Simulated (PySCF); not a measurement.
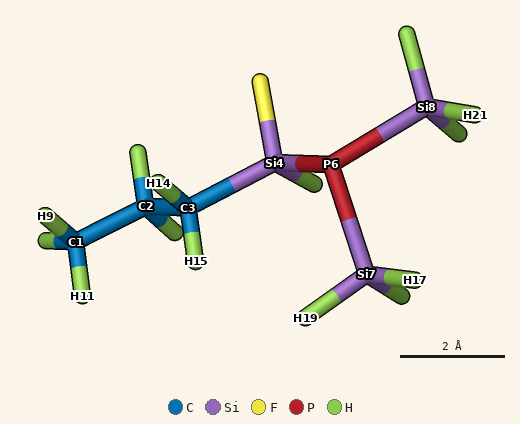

The input geometry (stick view, seen at a tilt; atoms are numbered from 1 in the order of the input). Bond lengths as drawn: C–C 1.52 to 1.53 Å, C–H 1.09 Å, C–Si 1.89 Å, F–Si 1.62 Å, H–Si 1.46 to 1.47 Å and P–Si 2.22 to 2.23 Å.

# NMR shielding calculation, with input and output: C3H14FPSi3

- system: C3H14FPSi3
- method: GIAO PBE0/pcSseg-1 NMR shielding, non-relativistic, gas phase (PySCF 2.14.0)

The geometry comes from this level: GFN2-xTB. It belongs to a series of runs on one base structure; here: Si replaced by C. Figures and captions count atoms from 1; the log counts them from 0 in places.

**Log**
```
coarse grid: 19520 points
cycle   1  E = -1431.5594219894  dE =  3.418e-01  |g| = 6.380e-01  |ddm| = 4.109e+00
cycle   2  E = -1431.4916596762  dE =  6.776e-02  |g| = 9.229e-01  |ddm| = 1.388e+00
cycle   3  E = -1431.6398047040  dE = -1.481e-01  |g| = 8.041e-02  |ddm| = 8.633e-01
cycle   4  E = -1431.6408133898  dE = -1.009e-03  |g| = 3.462e-02  |ddm| = 9.865e-02
cycle   5  E = -1431.6410798386  dE = -2.664e-04  |g| = 5.414e-03  |ddm| = 3.732e-02
cycle   6  E = -1431.6410863173  dE = -6.479e-06  |g| = 1.845e-03  |ddm| = 7.769e-03
final grid: 168144 points
cycle   7  E = -1431.6918032364  dE = -3.304e-05  |g| = 8.744e-03  |ddm| = 2.771e-02
cycle   8  E = -1431.6917912596  dE =  1.198e-05  |g| = 1.095e-02  |ddm| = 1.905e-02
cycle   9  E = -1431.6918231693  dE = -3.191e-05  |g| = 5.094e-04  |ddm| = 1.107e-02
cycle  10  E = -1431.6918232145  dE = -4.513e-08  |g| = 1.908e-04  |ddm| = 6.441e-04
cycle  11  E = -1431.6918232211  dE = -6.627e-09  |g| = 5.648e-05  |ddm| = 1.883e-04
cycle  12  E = -1431.6918232216  dE = -4.975e-10  |g| = 1.503e-05  |ddm| = 6.024e-05
```

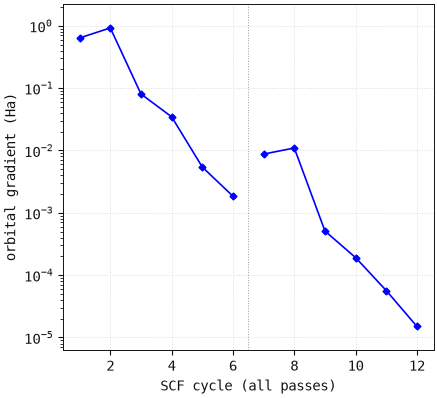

Convergence of the self-consistent field: orbital gradient against the SCF cycle. The dotted line marks the change from a coarse to the final integration grid. The first 6 cycles use a coarse grid, the final grid takes over at cycle 7, and the field converges after 12 cycles in all.

```
converged SCF energy = -1431.6918232216

GIAO shielding tensors (ppm)
atom      isotropic    diamagn.    paramagn.     s11        s22        s33       span
  0 C      166.288     244.220     -77.932    151.962    158.997    187.905     35.943
  1 C      165.982     247.425     -81.443    156.129    168.533    173.284     17.155
  2 C      160.684     259.366     -98.682    148.752    150.618    182.682     33.930
  3 Si     309.246     881.229    -571.983    259.814    323.747    344.176     84.363
  4 F      379.033     471.227     -92.195    353.321    380.733    403.044     49.723
  5 P      666.668     973.284    -306.616    600.442    674.742    724.819    124.377
  6 Si     434.784     881.717    -446.933    403.624    430.833    469.893     66.269
  7 Si     429.896     880.295    -450.399    395.097    429.915    464.677     69.580
  8 H       30.709      28.249       2.460     26.581     28.971     36.574      9.994
  9 H       30.294      25.948       4.346     25.326     27.350     38.207     12.881
 10 H       30.790      28.706       2.085     26.653     29.325     36.393      9.740
 11 H       30.432      32.146      -1.714     24.759     30.702     35.836     11.078
 12 H       30.052      31.352      -1.300     24.005     31.079     35.072     11.067
 13 H       30.633      35.653      -5.020     25.949     31.821     34.129      8.181
 14 H       31.178      36.911      -5.734     25.709     32.372     35.453      9.744
 15 H       26.115      32.494      -6.379     23.448     25.186     29.712      6.265
 16 H       27.670      30.133      -2.463     23.762     25.129     34.118     10.356
 17 H       27.733      30.444      -2.711     24.166     25.655     33.378      9.212
 18 H       27.786      31.122      -3.336     23.531     26.360     33.466      9.935
 19 H       27.385      29.181      -1.796     23.088     25.489     33.579     10.491
 20 H       27.586      29.086      -1.500     23.592     25.095     34.071     10.479
 21 H       27.550      28.993      -1.443     23.724     25.817     33.109      9.385
```

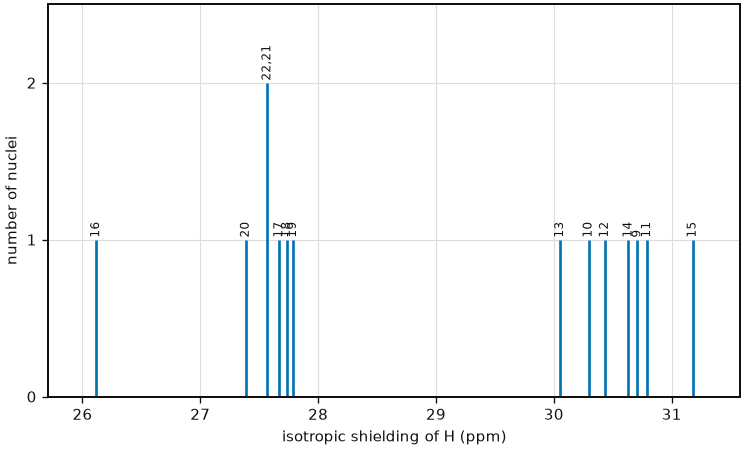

Isotropic shieldings of the hydrogen nuclei in this fixed geometry, labelled by atom number; shielding grows to the right, so chemical shift grows to the left. The least shielded is H16 (26.1 ppm), the most shielded H15 (31.2 ppm).

This output came from the following input.

**The input**
```
{"job": {"kind": "nmr", "xc": "PBE0", "basis": "pcSseg-1"}, "charge": 0, "multiplicity": 1}
C      3.807571    -0.080372    -0.498841
C      2.420809    -0.644295    -0.784434
C      1.364244    -0.041219     0.136527
Si    -0.367448    -0.746716    -0.164553
F     -0.322861    -2.330352     0.161292
P     -1.818295     0.143873     1.260094
Si    -2.083823     2.163047     0.364238
Si    -3.677154    -0.921202     0.648602
H      4.103229    -0.298657     0.525067
H      4.544168    -0.516365    -1.169884
H      3.814501     0.999461    -0.634364
H      2.154849    -0.441732    -1.823734
H      2.433724    -1.727792    -0.655151
H      1.646929    -0.229505     1.175188
H      1.353668     1.043274     0.012293
H     -0.755939    -0.756028    -1.574914
H     -3.191967     2.793643     1.076971
H     -2.377609     2.130967    -1.072081
H     -0.840301     2.901749     0.579377
H     -3.537346    -2.308544     1.077184
H     -4.779102    -0.253673     1.340492
H     -3.902258    -0.860175    -0.799439
```

The first line tells a small driver script what to run in PySCF; the rest is the geometry in Å.

Run as:
```bash
OMP_NUM_THREADS=1 python <driver script> task.json out
```

**Summary**

```tsv
quantity	value
outcome	converged
total energy	−1431.691823 hartree
HOMO	−7.24 eV
LUMO	−0.38 eV
dipole moment	1.93 D
isotropic shielding, C	160.7 to 166.3 ppm
isotropic shielding, Si	309.2 to 434.8 ppm
isotropic shielding, F	379.0 ppm
isotropic shielding, P	666.7 ppm
isotropic shielding, H	26.1 to 31.2 ppm
hardware	1 CPU thread, shared host
wall time	94 s
peak memory	1.1 GiB
```
